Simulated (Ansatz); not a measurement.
The calculation's input:

```
crystal:
  periodic: [false, false, false]
  atoms:
    - { symbol: C, position_ang: [-1.3432, 0.4234, 0.19] }
    - { symbol: "N", position_ang: [-0.0779, 0.3623, -0.4348] }
    - { symbol: C, position_ang: [0.9295, 0.5388, 0.5949] }
    - { symbol: O, position_ang: [1.4174, -0.8622, 0.5631] }
    - { symbol: Si, position_ang: [0.6477, -1.0862, -0.9384] }
    - { symbol: H, position_ang: [-1.53, -0.1907, 1.0314] }
    - { symbol: H, position_ang: [-1.5437, 1.4956, 0.5271] }
    - { symbol: H, position_ang: [-2.1339, 0.2585, -0.5638] }
    - { symbol: H, position_ang: [0.6269, 0.8485, 1.6533] }
    - { symbol: H, position_ang: [1.7997, 1.199, 0.3538] }
    - { symbol: H, position_ang: [-0.3414, -2.188, -0.936] }
    - { symbol: H, position_ang: [1.6258, -0.8542, -2.0064] }
basis:
  gaussian: { orbitals: "6-31G" }
hamiltonian:
  xc: pbe
  dispersion: d4
relax:
  f_tol: 0.02
  max_steps: 40
scf:
  lower_state_search: "off"
output:
  orbitals: {}
```

Launched as:

```sh
ansatz run input.yaml --threads 1 --pin off --max-ram 2048MiB --backend cpu --events-out ev --progress --plain --runs-dir out
```

The fields are those of the relaxed geometry.

All numbers below come from RKS PBE-D4/6-31G (Ansatz).

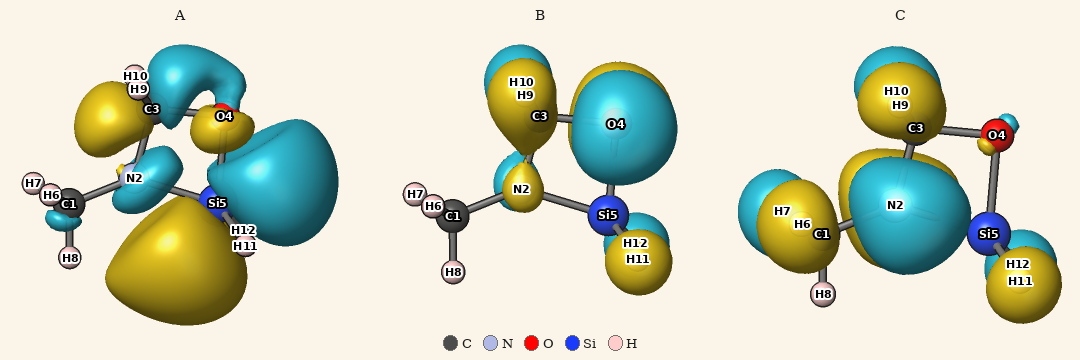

C$_{2}$H$_{7}$NOSi. Three frontier orbitals at ±0.08 Å⁻³ᐟ² (yellow and cyan are the two phases), in no order.

Q: Order the three orbitals by energy and name them.

A: B is the HOMO−1 (−5.76 eV). By Hirshfeld shares it lies mainly on O4 (about 75 %) and C3 (about 5 %); largely a lone pair of O4. C is the HOMO (−4.75 eV). It lies mainly on N2 (about 55 %), C1 (about 10 %) and C3 (about 5 %). A is the LUMO (−1.52 eV). Its weight (Hirshfeld) is mainly on Si5 (about 55 %), O4 (about 10 %), C3 (about 5 %) and N2 (about 5 %).

Q: What is the HOMO–LUMO gap?

A: 3.23 eV between the orbital energies.
